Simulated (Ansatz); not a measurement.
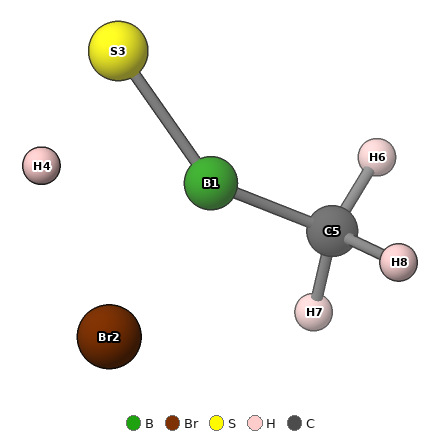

The system is the reacting system CH₄BBrS (fragments CH₄BBrS where the first distance is long, CH₃BS + BrH where the second is long); the picture shows the reference structure. Coordinates scanned: (1) distance Br2–H4 (bond that forms); (2) distance S3–H4 (bond that breaks). Relaxed at each point: all other coordinates. Grid: 13 × 13 points. Points are written as (first, second). Energies: kcal/mol, counted from the lowest grid point. Energies and slopes of some neighbouring points disagree (a jump in structure or state, or too coarse a mesh). The reference is spin-restricted, so regions where a bond is pulled apart into radicals lie too high. Method: RKS PBE-D4/def2-SVP in Ansatz 0.2.0.

Its coordinates:

```xyz
8

B    -0.3978   -0.1089   -0.1286
Br    0.7403   -0.8722   -2.0764
S    -2.0851   -0.4477   -0.4059
H    -1.2382   -1.0229   -1.8702
C     0.5577    0.4981    0.9230
H    -0.0055    0.8432    1.8142
H     1.1155    1.3585    0.4982
H     1.3133   -0.2482    1.2457
```

Range: distance Br2–H4 (bond that forms) from 1.359 to 2.559 Å; distance S3–H4 (bond that breaks) from 1.224 to 2.724 Å.

Q: What landscape does the calculation give?

A: The lowest grid point is at (2.559 Å, 1.384 Å). It lies at the edge of the scanned range, so the true minimum may lie outside. Other grid points that lie below all their neighbours: (1.487 Å, 2.418 Å) (24 kcal/mol higher). The highest grid point, (1.359 Å, 1.224 Å), lies 110 kcal/mol above the lowest.

| second ↓, first → | 1.359 | 1.413 | 1.487 | 1.571 | 1.663 | 1.761 | 1.864 | 1.971 | 2.082 | 2.197 | 2.314 | 2.435 | 2.559 |
| --- | --- | --- | --- | --- | --- | --- | --- | --- | --- | --- | --- | --- | --- |
| 2.724 | 26 | 24 | 25 | 27 | 33 | 40 | 48 | 56 | 63 | 69 | 74 | 78 | 82 |
| 2.569 | 26 | 24 | 24 | 27 | 32 | 39 | 46 | 64 | 68 | 70 | 73 | 74 | 76 |
| 2.418 | 27 | 25 | 24 | 27 | 31 | 38 | 45 | 59 | 62 | 64 | 66 | 68 | 69 |
| 2.271 | 28 | 25 | 25 | 27 | 31 | 37 | 51 | 54 | 56 | 58 | 59 | 60 | 60 |
| 2.128 | 29 | 26 | 25 | 27 | 31 | 44 | 46 | 47 | 49 | 50 | 50 | 51 | 51 |
| 1.989 | 31 | 28 | 27 | 28 | 31 | 39 | 40 | 40 | 41 | 41 | 41 | 41 | 41 |
| 1.855 | 34 | 31 | 29 | 29 | 35 | 34 | 33 | 33 | 32 | 32 | 31 | 31 | 30 |
| 1.726 | 39 | 35 | 32 | 36 | 32 | 29 | 27 | 26 | 24 | 23 | 22 | 21 | 20 |
| 1.604 | 47 | 42 | 38 | 36 | 30 | 26 | 22 | 19 | 17 | 15 | 13 | 12 | 10 |
| 1.489 | 58 | 51 | 46 | 39 | 31 | 24 | 19 | 15 | 12 | 9 | 7 | 5 | 3 |
| 1.384 | 72 | 65 | 57 | 45 | 35 | 26 | 20 | 15 | 10 | 7 | 4 | 2 | 0 |
| 1.291 | 91 | 82 | 69 | 55 | 43 | 33 | 25 | 19 | 14 | 9 | 6 | 4 | 2 |
| 1.224 | 110 | 100 | 83 | 67 | 53 | 42 | 33 | 26 | 20 | 16 | 12 | 9 | 7 |

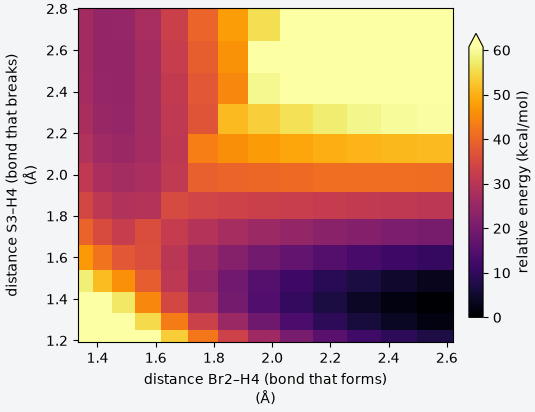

The picture shows one coloured cell a grid point, one colour for all values above the top of the scale.

Each point was launched as `ansatz run input.yaml --threads 1 --pin off --max-ram 2560MiB --backend cpu --events-out ev --progress --plain --runs-dir out`. Time for the 169 points that were run: 34 min on 1 thread of Intel(R) Xeon(R) Platinum 8259CL CPU @ 2.50GHz (Skylake/Cascade Lake), with other jobs on the host.
